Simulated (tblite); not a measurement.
## Geometry relaxation of C11H14Si11

C11H14Si11, computed with GFN2-xTB geometry optimisation, gas phase (tblite 0.8.0).

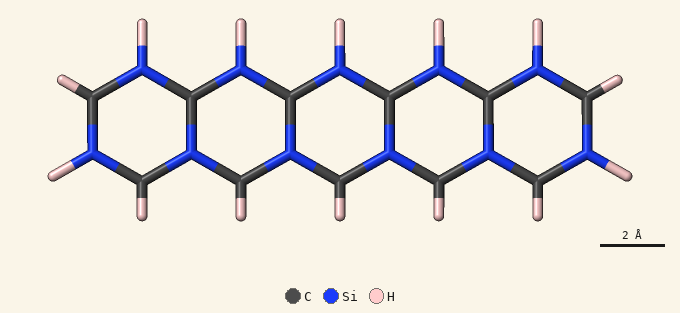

Fig. 1: The starting structure (stick view, seen at an oblique angle). Bond lengths as drawn: C–H 1.09 Å, C–Si 1.78 to 1.80 Å and H–Si 1.43 to 1.44 Å.

**The input**
```
{"job": {"kind": "relax", "xc": "GFN2-xTB", "basis": "xTB"}, "charge": 0, "multiplicity": 1}
C      7.755800     0.854300    -0.001600
Si     6.197500     1.753700    -0.006900
C      4.655800     0.853800     0.001000
Si     4.649900    -0.929500    -0.006200
C      6.199700    -1.830100     0.003400
Si     7.747600    -0.934400    -0.002600
C     -4.650500     0.857800    -0.003300
Si    -6.197300     1.753800     0.001500
C     -7.748200     0.854000    -0.000400
Si    -7.753700    -0.934700     0.001600
C     -6.202800    -1.830100    -0.002100
Si    -4.653100    -0.935900    -0.000000
C      1.546800     0.856800     0.005000
Si     0.002200     1.750500    -0.002700
C     -1.552400     0.861200     0.000200
Si    -1.552100    -0.933300     0.006300
C      0.000400    -1.827000     0.000900
Si     1.549100    -0.937300    -0.001000
Si     3.099800     1.752900     0.002500
C      3.103200    -1.828000     0.002700
Si    -3.102700     1.754900     0.001500
C     -3.101300    -1.827400    -0.000200
H      8.698300     1.405700     0.006600
H      6.196500     3.186800    -0.001500
H      6.201200    -2.916300     0.000900
H      8.991900    -1.654800     0.002500
H     -6.200000     3.193400    -0.000700
H     -8.695500     1.401700     0.001200
H     -8.997400    -1.653500    -0.002000
H     -6.199600    -2.918500     0.003400
H      0.003600     3.191700    -0.001100
H     -0.001900    -2.917600     0.000200
H      3.099400     3.191200    -0.001900
H      3.102500    -2.920200     0.003700
H     -3.099200     3.192900    -0.003300
H     -3.099900    -2.916700    -0.002900
```

The first line tells a small driver script what to run in tblite; the rest is the geometry in Å.

Run as:
```bash
OMP_NUM_THREADS=2 python <driver script> task.json out
```

**Output**
```
step      E/eV     max force
  0   -1337.90355    2.620
  1   -1338.29777    0.672
  2   -1338.38922    0.473
  3   -1338.52578    0.612
  4   -1338.60082    0.442
  5   -1338.64913    0.279
  6   -1338.67502    0.327
  7   -1338.70231    0.348
  8   -1338.73904    0.504
  9   -1338.79507    0.615
 10   -1338.87068    0.690
 11   -1338.95864    0.647
 12   -1339.02459    0.385
 13   -1339.05030    0.190
 14   -1339.05856    0.167
 15   -1339.06381    0.151
 16   -1339.07120    0.177
 17   -1339.07969    0.180
 18   -1339.08724    0.176
 19   -1339.09191    0.124
 20   -1339.09472    0.083
 21   -1339.09734    0.112
 22   -1339.09991    0.097
 23   -1339.10167    0.057
 24   -1339.10254    0.036
 25   -1339.10293    0.037
 26   -1339.10322    0.036
 27   -1339.10356    0.039
 28   -1339.10400    0.049
 29   -1339.10447    0.047
 30   -1339.10483    0.035
 31   -1339.10508    0.035
 32   -1339.10535    0.034
 33   -1339.10581    0.045
 34   -1339.10659    0.071
 35   -1339.10763    0.078
 36   -1339.10861    0.052
 37   -1339.10934    0.048
 38   -1339.10999    0.054
 39   -1339.11083    0.067
 40   -1339.11198    0.077
 41   -1339.11325    0.080
 42   -1339.11442    0.062
 43   -1339.11544    0.070
 44   -1339.11641    0.071
 45   -1339.11739    0.081
 46   -1339.11826    0.074
 47   -1339.11876    0.044
 48   -1339.11896    0.022
 49   -1339.11905    0.020
```

**Trajectory as extended XYZ (Å, eV, eV/Å), 6 of the 24 frames kept, from step=0 to step=49**
```
36
Properties=species:S:1:pos:R:3:forces:R:3 step=0 energy=-1337.90355
C     7.7558    0.8543   -0.0016    0.2280   1.1280  -0.0020
Si    6.1975    1.7537   -0.0069    1.6050  -0.3740   0.0180
C     4.6558    0.8538    0.0010   -0.5150   1.8720  -0.0080
Si    4.6499   -0.9295   -0.0062   -0.2250  -2.6100   0.0140
C     6.1997   -1.8301    0.0034    1.0700  -0.3200  -0.0120
Si    7.7476   -0.9344   -0.0026   -0.3340  -0.6470   0.0120
C    -4.6505    0.8578   -0.0033    0.2140   1.4680   0.0060
Si   -6.1973    1.7538    0.0015   -1.3550  -0.2000  -0.0080
C    -7.7482    0.8540   -0.0004   -0.4850   1.0450   0.0060
Si   -7.7537   -0.9347    0.0016    0.4600  -0.6730  -0.0080
C    -6.2028   -1.8301   -0.0021   -1.1900  -0.4120   0.0080
Si   -4.6531   -0.9359    0.0000    0.3470  -2.1940  -0.0010
C     1.5468    0.8568    0.0050    0.1980   1.7250  -0.0030
Si    0.0022    1.7505   -0.0027   -0.1950  -0.0450   0.0110
C    -1.5524    0.8612    0.0002    0.0950   1.7290   0.0010
Si   -1.5521   -0.9333    0.0063    0.1570  -2.6030  -0.0100
C     0.0004   -1.8270    0.0009   -0.1310  -0.2730   0.0010
Si    1.5491   -0.9373   -0.0010    0.0340  -2.6130   0.0070
Si    3.0998    1.7529    0.0025    0.2810  -0.3090  -0.0020
C     3.1032   -1.8280    0.0027    0.1560  -0.3120  -0.0050
Si   -3.1027    1.7549    0.0015   -0.1590  -0.1580  -0.0100
C    -3.1013   -1.8274   -0.0002   -0.2730  -0.2670   0.0010
H     8.6983    1.4057    0.0066   -0.2140  -0.1410  -0.0100
H     6.1965    3.1868   -0.0015   -0.0540   0.8260  -0.0040
H     6.2012   -2.9163    0.0009   -0.1120   0.2500  -0.0010
H     8.9919   -1.6548    0.0025    0.6040  -0.2400  -0.0010
H    -6.2000    3.1934   -0.0007    0.0500   0.6830   0.0020
H    -8.6955    1.4017    0.0012    0.2700  -0.1410  -0.0010
H    -8.9974   -1.6535   -0.0020   -0.6240  -0.2460   0.0020
H    -6.1996   -2.9185    0.0034    0.0860   0.3120  -0.0040
H     0.0036    3.1917   -0.0011    0.0020   0.7430  -0.0040
H    -0.0019   -2.9176    0.0002    0.0020   0.4840   0.0010
H     3.0994    3.1912   -0.0019   -0.0110   0.7780   0.0020
H     3.1025   -2.9202    0.0037   -0.0220   0.5180  -0.0050
H    -3.0992    3.1929   -0.0033    0.0100   0.7890   0.0010
H    -3.0999   -2.9167   -0.0029    0.0310   0.4250   0.0050
36
Properties=species:S:1:pos:R:3:forces:R:3 step=5 energy=-1338.64913
C     7.8217    0.8686   -0.0021    0.0190   0.1370   0.0020
Si    6.2783    1.7768   -0.0035    0.0080  -0.0300   0.0060
C     4.6969    0.8807   -0.0018    0.0100   0.0950  -0.0040
Si    4.6908   -1.0008   -0.0028    0.0910   0.1660   0.0100
C     6.2817   -1.8661    0.0014    0.0410   0.1010  -0.0060
Si    7.8071   -0.9442   -0.0006    0.1240  -0.1070   0.0040
C    -4.6975    0.8816   -0.0018    0.0000   0.0890   0.0030
Si   -6.2785    1.7778    0.0001    0.0060  -0.0400  -0.0020
C    -7.8196    0.8670    0.0004   -0.0450   0.1320   0.0010
Si   -7.8071   -0.9459    0.0002   -0.1440  -0.0950  -0.0020
C    -6.2815   -1.8671   -0.0010   -0.0720   0.0940   0.0030
Si   -4.6925   -1.0003   -0.0006   -0.0760   0.1890  -0.0010
C     1.5598    0.8748    0.0038    0.0770   0.2560  -0.0050
Si    0.0011    1.7867   -0.0006   -0.0180  -0.1640   0.0070
C    -1.5595    0.8770    0.0012   -0.0760   0.2690   0.0020
Si   -1.5601   -1.0024    0.0041   -0.0770   0.1200  -0.0090
C    -0.0015   -1.8746    0.0010   -0.0020   0.0990   0.0010
Si    1.5582   -1.0047    0.0008    0.0960   0.1110   0.0060
Si    3.1270    1.7802    0.0016    0.1680  -0.2110  -0.0070
C     3.1264   -1.8721    0.0020    0.1710   0.1390  -0.0020
Si   -3.1278    1.7812   -0.0003   -0.1520  -0.1820  -0.0040
C    -3.1279   -1.8698    0.0001   -0.1570   0.1230   0.0010
H     8.7468    1.4198    0.0054    0.2480  -0.0020  -0.0040
H     6.1985    3.2620   -0.0025    0.0970  -0.1760  -0.0020
H     6.2085   -2.9425    0.0008    0.2520  -0.0110   0.0000
H     9.0705   -1.6776    0.0021    0.2230   0.0110  -0.0010
H    -6.2010    3.2616   -0.0002   -0.0950  -0.1570   0.0010
H    -8.7442    1.4191    0.0012   -0.2540  -0.0070   0.0000
H    -9.0739   -1.6749   -0.0015   -0.2060   0.0130   0.0010
H    -6.2095   -2.9432    0.0029   -0.2430  -0.0240  -0.0020
H     0.0034    3.2804   -0.0019   -0.0020  -0.2040  -0.0010
H    -0.0025   -2.9481    0.0003    0.0010  -0.1260   0.0000
H     3.0980    3.2754   -0.0013    0.0230  -0.2340   0.0030
H     3.1011   -2.9480    0.0031    0.0660  -0.0520  -0.0020
H    -3.0987    3.2790   -0.0029   -0.0250  -0.2680   0.0010
H    -3.0988   -2.9457   -0.0023   -0.0760  -0.0530   0.0020
36
Properties=species:S:1:pos:R:3:forces:R:3 step=11 energy=-1338.95864
C     7.9871    0.8826    0.0005    0.1070  -0.1810   0.0080
Si    6.4229    1.7579    0.0028    0.0370  -0.1190  -0.0240
C     4.8252    0.8940   -0.0062    0.0440  -0.2860   0.0220
Si    4.8184   -0.9881    0.0061    0.0650  -0.2040  -0.0330
C     6.4354   -1.8326   -0.0038    0.1510   0.1060   0.0180
Si    7.9881   -0.9392    0.0035    0.1740  -0.0560  -0.0130
C    -4.8224    0.8954    0.0011   -0.1070  -0.3050  -0.0130
Si   -6.4230    1.7558   -0.0022   -0.0620  -0.0960   0.0110
C    -7.9917    0.8855    0.0011   -0.0800  -0.1910  -0.0060
Si   -7.9880   -0.9372   -0.0018   -0.1570  -0.0500   0.0100
C    -6.4356   -1.8326    0.0020   -0.1320   0.1230  -0.0060
Si   -4.8178   -0.9873   -0.0011   -0.0620  -0.2100   0.0060
C     1.6088    0.9103   -0.0006   -0.1080  -0.6130   0.0130
Si    0.0004    1.7397    0.0051    0.0160  -0.2470  -0.0210
C    -1.6087    0.9124    0.0034    0.1300  -0.6330  -0.0110
Si   -1.6048   -0.9917   -0.0042    0.0950  -0.0790   0.0250
C     0.0004   -1.8367    0.0020   -0.0080   0.2530  -0.0020
Si    1.6067   -0.9941    0.0058   -0.1260  -0.0470  -0.0200
Si    3.2226    1.7241   -0.0043   -0.1080  -0.2970   0.0100
C     3.2197   -1.8233    0.0004   -0.1340   0.2230   0.0110
Si   -3.2212    1.7263   -0.0037    0.0880  -0.3450   0.0170
C    -3.2182   -1.8223    0.0002    0.1160   0.2120  -0.0070
H     8.9322    1.4071    0.0006    0.0120   0.0960   0.0030
H     6.2909    3.2210   -0.0043    0.1510   0.1470   0.0060
H     6.4278   -2.9164    0.0003   -0.0090   0.1080  -0.0010
H     9.2958   -1.6591    0.0012   -0.2880   0.2130   0.0030
H    -6.2911    3.2207    0.0005   -0.1520   0.1210  -0.0030
H    -8.9390    1.4083    0.0010    0.0340   0.0850  -0.0010
H    -9.2938   -1.6585   -0.0002    0.2730   0.2060  -0.0030
H    -6.4258   -2.9171    0.0004   -0.0020   0.1310   0.0000
H     0.0010    3.2050   -0.0029    0.0000   0.2850   0.0060
H    -0.0023   -2.9269    0.0010    0.0060   0.3450   0.0010
H     3.1344    3.1769    0.0013    0.1120   0.4740  -0.0050
H     3.1835   -2.9068    0.0013    0.1180   0.1230   0.0030
H    -3.1359    3.1752   -0.0017   -0.1050   0.5490  -0.0040
H    -3.1882   -2.9070    0.0000   -0.0910   0.1580  -0.0020
36
Properties=species:S:1:pos:R:3:forces:R:3 step=28 energy=-1339.10400
C     8.0577    0.9033    0.0003   -0.0070   0.0090   0.0010
Si    6.4680    1.7384   -0.0006    0.0030   0.0150  -0.0030
C     4.8694    0.8653   -0.0011   -0.0020   0.0310   0.0030
Si    4.8901   -1.0126    0.0005    0.0060   0.0040  -0.0020
C     6.5294   -1.8068   -0.0003    0.0350   0.0080   0.0010
Si    8.0791   -0.9084    0.0012    0.0280   0.0010  -0.0010
C    -4.8697    0.8666   -0.0001   -0.0030   0.0230  -0.0020
Si   -6.4686    1.7390   -0.0004    0.0000   0.0190   0.0010
C    -8.0582    0.9037    0.0002    0.0080   0.0140  -0.0010
Si   -8.0794   -0.9078   -0.0002   -0.0250   0.0040   0.0010
C    -6.5298   -1.8060    0.0001   -0.0290   0.0070   0.0000
Si   -4.8907   -1.0115   -0.0003    0.0030   0.0040   0.0010
C     1.6235    0.8589    0.0004   -0.0130  -0.0120   0.0010
Si   -0.0001    1.6740    0.0003    0.0000  -0.0210  -0.0020
C    -1.6241    0.8595    0.0002    0.0180  -0.0170  -0.0010
Si   -1.6324   -1.0276    0.0005    0.0190   0.0070   0.0000
C    -0.0002   -1.8072    0.0016   -0.0040  -0.0010   0.0000
Si    1.6322   -1.0281    0.0013   -0.0230   0.0120  -0.0010
Si    3.2459    1.6759   -0.0001   -0.0110  -0.0270  -0.0010
C     3.2680   -1.8059    0.0012   -0.0150   0.0070   0.0010
Si   -3.2462    1.6769   -0.0013    0.0110  -0.0320   0.0030
C    -3.2686   -1.8051    0.0000    0.0170   0.0050  -0.0010
H     8.9802    1.4682    0.0008    0.0050   0.0070   0.0000
H     6.4451    3.2157   -0.0032   -0.0200  -0.0080   0.0010
H     6.5417   -2.8884   -0.0002   -0.0030  -0.0180   0.0000
H     9.3755   -1.6075    0.0021   -0.0350   0.0340   0.0000
H    -6.4460    3.2164   -0.0001    0.0190  -0.0100   0.0000
H    -8.9805    1.4689    0.0003   -0.0080   0.0060   0.0000
H    -9.3747   -1.6072   -0.0001    0.0240   0.0290   0.0000
H    -6.5420   -2.8876    0.0004    0.0030  -0.0200   0.0000
H    -0.0002    3.1578   -0.0008    0.0010  -0.0170   0.0010
H    -0.0002   -2.8901    0.0020   -0.0010  -0.0180   0.0000
H     3.2420    3.1580   -0.0004   -0.0030   0.0050   0.0000
H     3.2647   -2.8882    0.0025    0.0030  -0.0350   0.0000
H    -3.2419    3.1584   -0.0016    0.0030   0.0130  -0.0010
H    -3.2654   -2.8876   -0.0005   -0.0030  -0.0290   0.0000
36
Properties=species:S:1:pos:R:3:forces:R:3 step=41 energy=-1339.11325
C     8.0460    0.9642   -0.0006   -0.0120  -0.0150  -0.0010
Si    6.4424    1.7708   -0.0015   -0.0020  -0.0010   0.0050
C     4.8674    0.8563    0.0004   -0.0150   0.0160  -0.0010
Si    4.8947   -1.0213   -0.0006    0.0200   0.0230   0.0070
C     6.5499   -1.7846    0.0019   -0.0010   0.0130  -0.0050
Si    8.0776   -0.8475   -0.0001    0.0050  -0.0220   0.0030
C    -4.8688    0.8577    0.0002    0.0320  -0.0040   0.0000
Si   -6.4432    1.7713   -0.0001    0.0150  -0.0040   0.0000
C    -8.0447    0.9629   -0.0004   -0.0010  -0.0030   0.0010
Si   -8.0783   -0.8481    0.0007   -0.0090  -0.0200  -0.0030
C    -6.5504   -1.7835    0.0000   -0.0010   0.0040   0.0000
Si   -4.8958   -1.0197   -0.0006   -0.0130   0.0040   0.0030
C     1.6245    0.8006   -0.0010   -0.0670   0.0210   0.0010
Si    0.0000    1.6135   -0.0023   -0.0030   0.0490   0.0080
C    -1.6251    0.8014   -0.0008    0.0700   0.0090   0.0010
Si   -1.6325   -1.0852    0.0017   -0.0200   0.0050  -0.0070
C    -0.0011   -1.8704    0.0010    0.0020   0.0210   0.0010
Si    1.6302   -1.0856   -0.0002    0.0300   0.0060   0.0040
Si    3.2340    1.6422    0.0021   -0.0450  -0.0420  -0.0130
C     3.2803   -1.8351    0.0028    0.0420  -0.0120  -0.0050
Si   -3.2349    1.6417   -0.0001    0.0560  -0.0370  -0.0030
C    -3.2822   -1.8355   -0.0009   -0.0280  -0.0070   0.0030
H     8.9664    1.5331    0.0004   -0.0240   0.0130  -0.0010
H     6.3749    3.2465   -0.0012   -0.0070  -0.0090  -0.0010
H     6.5790   -2.8670    0.0008    0.0340   0.0200   0.0010
H     9.3870   -1.5146    0.0016    0.0180  -0.0150  -0.0010
H    -6.3741    3.2453   -0.0003    0.0040   0.0170   0.0000
H    -8.9635    1.5329   -0.0003   -0.0010   0.0200   0.0000
H    -9.3889   -1.5110    0.0002   -0.0270  -0.0250   0.0010
H    -6.5804   -2.8655   -0.0004   -0.0270   0.0090   0.0000
H     0.0011    3.1022    0.0004   -0.0010  -0.0800  -0.0030
H     0.0003   -2.9541    0.0026   -0.0060   0.0070  -0.0010
H     3.2153    3.1228   -0.0018   -0.0210   0.0280   0.0040
H     3.3037   -2.9181    0.0012   -0.0300  -0.0210   0.0020
H    -3.2149    3.1215   -0.0011    0.0200   0.0440   0.0010
H    -3.3021   -2.9187    0.0007    0.0140  -0.0120  -0.0010
36
Properties=species:S:1:pos:R:3:forces:R:3 step=49 energy=-1339.11905
C     8.0288    1.0004   -0.0014   -0.0010   0.0040   0.0040
Si    6.4148    1.7852    0.0015    0.0000   0.0000  -0.0090
C     4.8522    0.8518   -0.0005    0.0040  -0.0060   0.0060
Si    4.9032   -1.0249    0.0014    0.0030  -0.0060  -0.0030
C     6.5712   -1.7613    0.0013    0.0020  -0.0010   0.0010
Si    8.0904   -0.8105    0.0009   -0.0030   0.0030  -0.0020
C    -4.8521    0.8509    0.0012   -0.0070  -0.0050  -0.0070
Si   -6.4141    1.7853   -0.0006   -0.0020   0.0000   0.0030
C    -8.0285    1.0012    0.0000    0.0010   0.0010  -0.0010
Si   -8.0915   -0.8097   -0.0002    0.0050   0.0020   0.0020
C    -6.5730   -1.7622    0.0001    0.0020   0.0030  -0.0020
Si   -4.9045   -1.0260   -0.0004    0.0000  -0.0020   0.0030
C     1.6162    0.7586   -0.0016   -0.0010   0.0080   0.0040
Si   -0.0003    1.5788   -0.0004    0.0010   0.0010  -0.0020
C    -1.6167    0.7587   -0.0009    0.0040   0.0070  -0.0010
Si   -1.6376   -1.1263    0.0005   -0.0020   0.0050  -0.0020
C     0.0000   -1.9027    0.0010   -0.0030  -0.0080   0.0010
Si    1.6375   -1.1261    0.0001   -0.0030   0.0030   0.0000
Si    3.2119    1.6197    0.0003    0.0050  -0.0020  -0.0060
C     3.2973   -1.8593    0.0012    0.0000   0.0020   0.0000
Si   -3.2123    1.6201   -0.0022   -0.0050  -0.0060   0.0090
C    -3.2978   -1.8593    0.0001   -0.0020   0.0020   0.0000
H     8.9371    1.5879   -0.0011    0.0000   0.0040   0.0000
H     6.3192    3.2593   -0.0007    0.0070  -0.0050   0.0030
H     6.6208   -2.8427    0.0019    0.0080   0.0000   0.0000
H     9.4082   -1.4634    0.0006   -0.0030  -0.0010   0.0000
H    -6.3177    3.2595   -0.0002   -0.0080  -0.0070  -0.0010
H    -8.9365    1.5892   -0.0006    0.0020   0.0020   0.0000
H    -9.4105   -1.4607    0.0008    0.0070   0.0000  -0.0010
H    -6.6228   -2.8436   -0.0006   -0.0090   0.0060   0.0000
H     0.0008    3.0632   -0.0002   -0.0010  -0.0200   0.0000
H     0.0002   -2.9866    0.0025   -0.0010  -0.0120   0.0000
H     3.1706    3.1010   -0.0016   -0.0110   0.0160   0.0020
H     3.3289   -2.9429    0.0014   -0.0120   0.0010   0.0000
H    -3.1706    3.1017    0.0001    0.0100   0.0110  -0.0030
H    -3.3292   -2.9429    0.0009    0.0130   0.0010  -0.0010
```

**Key numbers**

```csv
quantity,value
outcome,converged
total energy,−1339.1190 eV
HOMO,−7.51 eV
LUMO,−5.90 eV
point group,C2v
dipole moment,5.97 D
hardware,"2 CPU threads, shared host"
wall time,4.6 s (CPU time 5.8 s)
peak memory,0.17 GiB
```
